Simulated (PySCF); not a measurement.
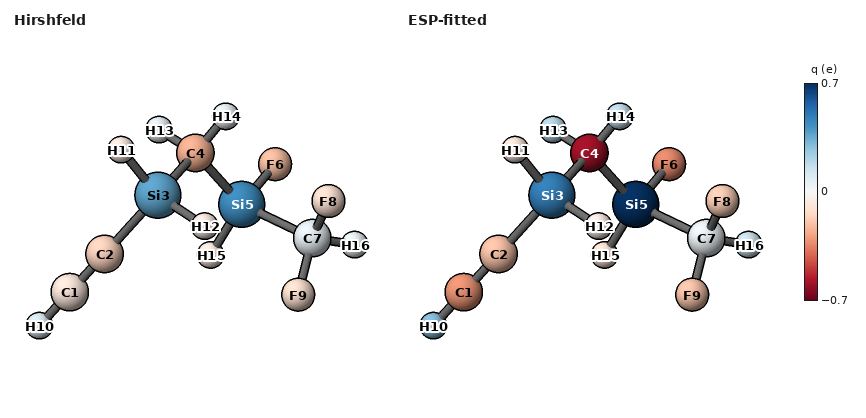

Atomic charges of one calculation by 2 schemes, on one colour scale. The computed structure is the end point of a GFN2-xTB optimisation. No frequency run is at hand to confirm it as a minimum. Method: PBE0/pcSseg-1 (PySCF 2.14.0).

### Which scheme gives the most polar picture (largest mean size of the charges)?

The ESP-fitted charges are the largest in size here.

### On which atom do the schemes disagree most?

On C4 (from −0.58 to −0.25 e).

List the charges (e), one line for each set of equivalent atoms.

```
atom  Hirshfeld  ESP-fitted
  C1      −0.08       −0.31
  C2      −0.16       −0.20
 Si3       0.37        0.48
  C4      −0.25       −0.58
 Si5       0.44        0.69
  F6      −0.21       −0.33
  C7       0.06        0.04
  F8      −0.11       −0.17
  F9      −0.11       −0.19
 H10       0.10        0.30
 H11      −0.07       −0.08
 H12      −0.06       −0.05
 H13       0.05        0.19
 H14       0.05        0.17
 H15      −0.07       −0.09
 H16       0.05        0.15
```

The geometry is semi-empirical. Around Si such bond lengths and angles can be off by a tenth of an ångström or more and by several degrees, and values that hang on the shape move with them.
